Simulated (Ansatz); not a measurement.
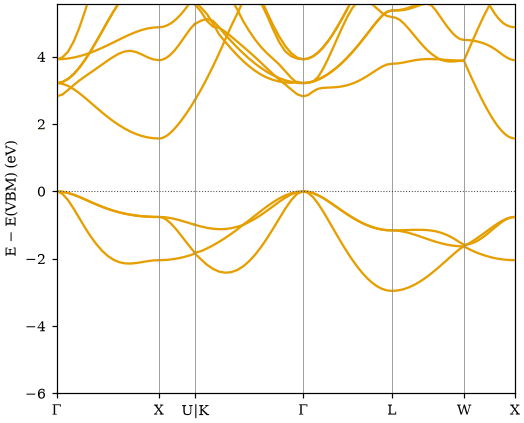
Fig. 1. Band structure from plane-wave PAW PBEsol (Ansatz code)

Read off the gap and where the band edges lie.

About 1.6 eV (1.57 eV by a search for the band edges); maximum at Γ, minimum at X.

Which of these materials gives this?
A. SrTe, rock salt
B. PbSe, rock salt
C. SnS2, Fd-3m (Sn on 16c, S on 32e)

A, SrTe, rock salt

Space group Fm-3m (rock salt). The PBEsol relaxation kept the symmetry of its start. Scalar-relativistic: spin–orbit coupling is off unless named, which matters more the heavier the elements.

Potentials: the later of the program's two PAW sets.
